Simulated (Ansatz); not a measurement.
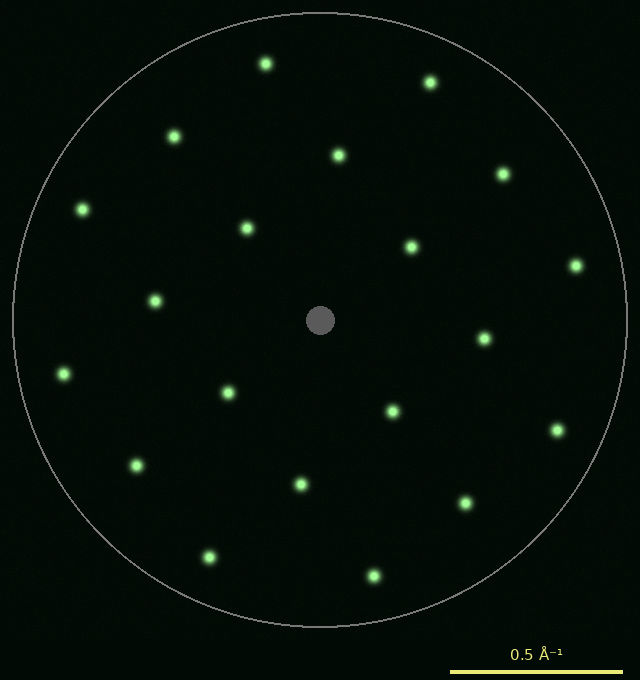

Simulated LEED pattern at 180 eV and normal incidence, from the upper face of a slab model. Spot positions follow from the surface net; brightness is a rough single-scattering estimate from the outer layers, good only for telling present from absent.

Q: Find the real-space surface cell from the pattern.

A: The spots form a square reciprocal net with shortest vectors 0.341 and 0.341 Å⁻¹ at 90.0°. The primitive real-space mesh has edges 2.94 and 2.94 Å at 90.0° (or its supplement) and area 8.6 Å².

The slab has composition Sc (1 atoms a cell, 0.0 Å thick). Structure: the end point of a relaxation with DFT PBE, scalar-relativistic, plane waves, PAW in Ansatz; the starting structure was generated, so it need not be a known form of this composition.
